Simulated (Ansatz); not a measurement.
Geometry relaxation of GeBH$_{5}$O (part 2 of 2)

Continued. System: GeBH$_{5}$O. Method: RKS PBE-D4/def2-SVP (Ansatz 0.2.0). 

Geometry of the input (Å):
```
O  -1.5135  0.5858  -1.1456
B  -0.1863  0.4117  -0.9906
Ge 0.6440  -0.3558  0.7543
H  -2.0400  0.3260  -0.3840
H  -2.4226  0.9089  -1.0455
H  -0.4469  -0.6810  1.8011
H  1.4276  -1.6542  0.4880
H  1.6231  0.6392  1.4038
```

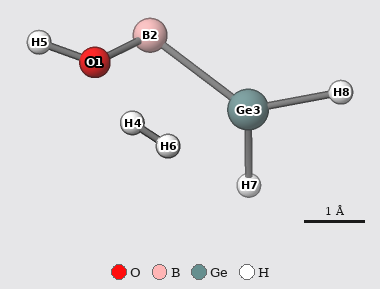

Figure 1. The geometry at step 15 of the log (ball-and-stick view, seen at a tilt; atoms are numbered from 1 in the order of the input).

Output, continued:
```
relax step  40: F+E_penalty+E_count = -59300.18788719 eV  Δ(F+E_penalty+E_count) = -2.633e-4 eV  max|allowed force component| = 2.579e-2 eV/Å  Δτ_max = 0.0313 Å  (30 SCF iters, accepted)
relax step  41: F+E_penalty+E_count = -59300.18803390 eV  Δ(F+E_penalty+E_count) = -1.467e-4 eV  max|allowed force component| = 5.581e-2 eV/Å  Δτ_max = 0.0539 Å  (29 SCF iters, accepted)
relax step  42: F+E_penalty+E_count = -59300.18811524 eV  Δ(F+E_penalty+E_count) = -8.134e-5 eV  max|allowed force component| = 3.998e-2 eV/Å  Δτ_max = 0.0113 Å  (29 SCF iters, accepted)
the calculation of the forces begins
reference -59300.06966756 eV, -2179.2373652520 hartree; 25, 25 occupied and 60, 60 virtual orbitals, 938 factors
relax step  43: F+E_penalty+E_count = -59300.18819675 eV  Δ(F+E_penalty+E_count) = -8.151e-5 eV  max|allowed force component| = 8.272e-3 eV/Å  Δτ_max = 0.0090 Å  (29 SCF iters, accepted)
938 factors; their error is unknown
mean field -59300.06963239 eV, -2179.2373639593 hartree, gradient 1.9e-5 eV, S^2 0.000000; 1 other end points of the search recorded, 0 dependent functions left out
the calculation of the forces begins
reference -59300.06966756 eV, -2179.2373652520 hartree; 25, 25 occupied and 60, 60 virtual orbitals, 938 factors
Total energy: -59300.18823192 eV, -2179.2417224119 hartree
Atom 0 at    -1.185311     0.895286    -1.194539 Å, force    -0.004128     0.004553    -0.003905 eV/Å
Atom 1 at    -0.134122     0.443546    -0.557440 Å, force    -0.000338    -0.008272     0.002591 eV/Å
Atom 2 at     1.054740    -0.108245     0.947758 Å, force     0.000126     0.004496    -0.003066 eV/Å
Atom 3 at    -2.930678    -0.633396     1.488077 Å, force     0.005726     0.000005     0.000855 eV/Å
Atom 4 at    -1.162759     0.908987    -2.171252 Å, force     0.002429     0.000095     0.002981 eV/Å
Atom 5 at    -2.195107    -0.509835     1.679969 Å, force    -0.004457    -0.001216    -0.001221 eV/Å
Atom 6 at     1.345597    -1.526896     0.298968 Å, force    -0.002673     0.000365     0.000330 eV/Å
Atom 7 at     2.292983     0.711106     0.389919 Å, force     0.003315    -0.000026     0.001435 eV/Å
Dipole moment:    -0.408628     0.206076    -0.743824 e Å
```

Trajectory as extended XYZ (Å, eV, eV/Å), 13 of the 43 frames kept, from step=1 to step=43:
```
8
Properties=species:S:1:pos:R:3:forces:R:3 step=1 energy=-59294.73642
O    -1.5135    0.5858   -1.1456    1.9019   0.5563  -4.2966
B    -0.1863    0.4117   -0.9906    4.3386  -0.0593  -0.4937
Ge    0.6440   -0.3558    0.7543   -0.1803   0.1091  -0.2376
H    -2.0400    0.3260   -0.3840   -2.0943  -3.8766   7.0057
H    -2.4226    0.9089   -1.0455   -3.7945   3.3939  -2.3779
H    -0.4469   -0.6810    1.8011   -0.3982  -0.1352   0.4360
H     1.4276   -1.6542    0.4880    0.0932  -0.1560  -0.0840
H     1.6231    0.6392    1.4038    0.1336   0.1678   0.0480
8
Properties=species:S:1:pos:R:3:forces:R:3 step=5 energy=-59297.47015
O    -1.5176    0.5241   -0.8012   -2.4857   0.4962   0.0260
B    -0.0320    0.5185   -1.1747   -0.9084   0.2906   0.0657
Ge    0.6621   -0.3290    0.6219    0.1198  -0.0750  -0.0823
H    -2.0123    0.0428    0.1073    0.8050   0.6044  -0.7786
H    -2.3192    1.0195   -1.2805    2.5426  -1.2644   0.7957
H    -0.6934   -0.5593    1.4696   -0.0157   0.0095  -0.1286
H     1.4221   -1.6870    0.5114   -0.0054   0.0246   0.0807
H     1.5756    0.6511    1.4275   -0.0522  -0.0859   0.0215
8
Properties=species:S:1:pos:R:3:forces:R:3 step=8 energy=-59297.76246
O    -1.5033    0.5637   -0.7068   -0.5270  -0.1959  -0.1874
B    -0.1263    0.5358   -1.2293   -0.0786   0.1519   0.0574
Ge    0.6696   -0.3107    0.5375    0.1909   0.0551  -0.0714
H    -1.7684    0.0363    0.2542    0.1074   0.3739  -0.1025
H    -2.2548    0.8826   -1.2702    0.5162  -0.2217   0.3157
H    -0.8137   -0.4470    1.2574   -0.2444  -0.1423  -0.0137
H     1.3908   -1.6943    0.5464   -0.0197  -0.0173   0.0283
H     1.4913    0.6140    1.4922    0.0551  -0.0036  -0.0263
8
Properties=species:S:1:pos:R:3:forces:R:3 step=11 energy=-59297.80085
O    -1.5085    0.4986   -0.7256   -0.0185   0.0895  -0.1796
B    -0.1379    0.5739   -1.2162    0.0628  -0.0006   0.0286
Ge    0.6806   -0.2739    0.5387    0.0007  -0.0042  -0.0165
H    -1.7245    0.0752    0.2973    0.0293  -0.0933   0.1808
H    -2.2429    0.8321   -1.2767   -0.0452   0.0046  -0.0195
H    -0.8760   -0.4291    1.2217   -0.0347  -0.0001   0.0088
H     1.3560   -1.6841    0.5205   -0.0043  -0.0003   0.0075
H     1.5385    0.5879    1.5216    0.0100   0.0045  -0.0102
8
Properties=species:S:1:pos:R:3:forces:R:3 step=15 energy=-59298.28791
O    -1.5162    0.4719   -0.7967    0.3528   1.0980  -2.4983
B    -0.1723    0.6898   -1.0997   -0.5631  -0.5056   0.7578
Ge    0.7788   -0.1013    0.5940    0.3790   0.0494   0.0285
H    -1.5923   -0.1028    0.5112   -1.0799  -0.2373   0.3662
H    -2.2085    0.6448   -1.4894    0.6147  -0.0867   0.3626
H    -1.3450   -0.2681    1.2348    0.3078  -0.5708   1.4766
H     1.2228   -1.6145    0.3648    0.0299   0.2670  -0.0844
H     1.9180    0.4607    1.5625   -0.0413  -0.0141  -0.4089
8
Properties=species:S:1:pos:R:3:forces:R:3 step=19 energy=-59299.76513
O    -1.4603    0.5794   -0.9907    0.4300   0.2252  -0.3272
B    -0.1386    0.5587   -0.8057   -0.4356  -0.1652   0.4325
Ge    0.9387   -0.0822    0.7860   -0.0010  -0.1291  -0.1752
H    -2.1268   -0.2330    0.8362   -0.0807  -0.2199   0.8210
H    -1.8809    0.7243   -1.8644    0.3139  -0.0319   0.1074
H    -1.9301   -0.4143    1.5827   -0.2629   0.1062  -0.6068
H     1.3518   -1.4991    0.2024    0.0168   0.0508   0.0090
H     2.3315    0.5466    1.1348    0.0197   0.1640  -0.2607
8
Properties=species:S:1:pos:R:3:forces:R:3 step=22 energy=-59300.12796
O    -1.3511    0.7313   -1.0243    0.7023  -0.2229   0.3169
B    -0.1503    0.4018   -0.5539   -0.8816   0.2639  -0.4854
Ge    1.0623   -0.1865    0.8979    0.3567   0.0606   0.1058
H    -2.5856   -0.2992    1.0297   -0.1132   0.0141  -0.0448
H    -1.5119    0.7986   -1.9857    0.1575   0.0110   0.0493
H    -2.2757   -0.4796    1.7062    0.0219  -0.0339   0.0817
H     1.5565   -1.5011    0.1800   -0.0752  -0.1294  -0.0260
H     2.3411    0.7152    0.6316   -0.1683   0.0367   0.0024
8
Properties=species:S:1:pos:R:3:forces:R:3 step=25 energy=-59300.16876 accepted=F
O    -1.2693    0.7239   -0.9968    0.1276   0.1751  -0.8245
B    -0.1092    0.3726   -0.4881   -0.1619  -0.0199  -0.0437
Ge    1.2166   -0.1422    0.9086    0.0804   0.0061  -0.0266
H    -2.9591   -0.3449    1.1637    0.1214  -0.0578   0.1428
H    -1.3046    0.8716   -1.9822    0.0237  -0.1711   0.8573
H    -2.4582   -0.5585    1.7146   -0.1203   0.0558  -0.1357
H     1.5889   -1.5223    0.2174   -0.0150   0.0342  -0.0086
H     2.3802    0.7804    0.3443   -0.0559  -0.0223   0.0389
8
Properties=species:S:1:pos:R:3:forces:R:3 step=29 energy=-59300.18343
O    -1.2245    0.8149   -1.0390    0.0311  -0.0028  -0.0093
B    -0.1088    0.3992   -0.4899   -0.0388   0.0015   0.0024
Ge    1.1994   -0.1172    0.9243   -0.0241  -0.0017   0.0129
H    -2.9775   -0.4223    1.2185    0.0876  -0.0288   0.0829
H    -1.2681    0.8511   -2.0146    0.0003  -0.0021   0.0104
H    -2.4101   -0.5784    1.7192   -0.0809   0.0298  -0.0837
H     1.5071   -1.5224    0.2570    0.0060  -0.0006  -0.0087
H     2.3678    0.7558    0.3059    0.0188   0.0046  -0.0069
8
Properties=species:S:1:pos:R:3:forces:R:3 step=33 energy=-59300.18490 accepted=F
O    -1.2318    0.8140   -1.0973   -0.0860   0.0562  -0.1125
B    -0.1450    0.3971   -0.5017    0.1158  -0.0560   0.0463
Ge    1.1204   -0.1450    0.9443    0.0090  -0.0035  -0.0085
H    -2.9472   -0.4865    1.3204    0.2558  -0.0125   0.1374
H    -1.2217    0.8808   -2.0734   -0.0089  -0.0095   0.0607
H    -2.2532   -0.5075    1.6726   -0.2574   0.0099  -0.1325
H     1.4653   -1.5265    0.2409   -0.0128   0.0191   0.0011
H     2.2986    0.7542    0.3756   -0.0154  -0.0036   0.0080
8
Properties=species:S:1:pos:R:3:forces:R:3 step=36 energy=-59300.18692
O    -1.2194    0.8353   -1.1066    0.0138   0.0004  -0.0077
B    -0.1349    0.4051   -0.5107   -0.0084  -0.0002  -0.0017
Ge    1.1208   -0.1344    0.9434    0.0026   0.0048  -0.0007
H    -2.9592   -0.5147    1.3451    0.0529  -0.0032   0.0293
H    -1.2177    0.8801   -2.0827   -0.0039  -0.0002   0.0045
H    -2.2609   -0.5108    1.6728   -0.0509   0.0014  -0.0262
H     1.4490   -1.5256    0.2548   -0.0032  -0.0023  -0.0020
H     2.3077    0.7458    0.3653   -0.0028  -0.0008   0.0046
8
Properties=species:S:1:pos:R:3:forces:R:3 step=39 energy=-59300.18761 accepted=F
O    -1.1931    0.8810   -1.1832   -0.0039  -0.0120   0.0068
B    -0.1380    0.4316   -0.5507    0.0060   0.0101   0.0025
Ge    1.0580   -0.1242    0.9482   -0.0037  -0.0027  -0.0111
H    -2.9318   -0.6003    1.4665    0.1391   0.0162   0.0414
H    -1.1735    0.8995   -2.1598    0.0059   0.0053  -0.0022
H    -2.1933   -0.5050    1.6798   -0.1399  -0.0178  -0.0412
H     1.3720   -1.5258    0.2722   -0.0029   0.0015   0.0074
H     2.2851    0.7238    0.4085   -0.0006  -0.0006  -0.0037
8
Properties=species:S:1:pos:R:3:forces:R:3 step=43 energy=-59300.18820
O    -1.1853    0.8953   -1.1945   -0.0041   0.0046  -0.0039
B    -0.1341    0.4435   -0.5574   -0.0003  -0.0083   0.0026
Ge    1.0547   -0.1082    0.9478    0.0001   0.0045  -0.0031
H    -2.9307   -0.6334    1.4881    0.0057   0.0000   0.0009
H    -1.1628    0.9090   -2.1713    0.0024   0.0001   0.0030
H    -2.1951   -0.5098    1.6800   -0.0045  -0.0012  -0.0012
H     1.3456   -1.5269    0.2990   -0.0027   0.0004   0.0003
H     2.2930    0.7111    0.3899    0.0033   0.0000   0.0014
```

Results in brief:

```json
{"quantity": "outcome", "value": "converged"}
{"quantity": "total energy", "value": "−59300.1882 eV"}
{"quantity": "mean-field energy", "value": "−59300.0697 eV"}
{"quantity": "dispersion energy", "value": "−0.1186 eV"}
{"quantity": "SCF solution under orbital rotations", "value": "stable"}
{"quantity": "largest force (length of the vector) at the end", "value": "0.009 eV/Å"}
{"quantity": "dipole moment", "value": "4.19 D"}
{"quantity": "hardware", "value": "2 threads of Arm Neoverse V1, 23 GiB of memory available, shared host"}
{"quantity": "wall time", "value": "58 s (CPU time 1.8 min)"}
{"quantity": "peak memory", "value": "0.12 GiB"}
```
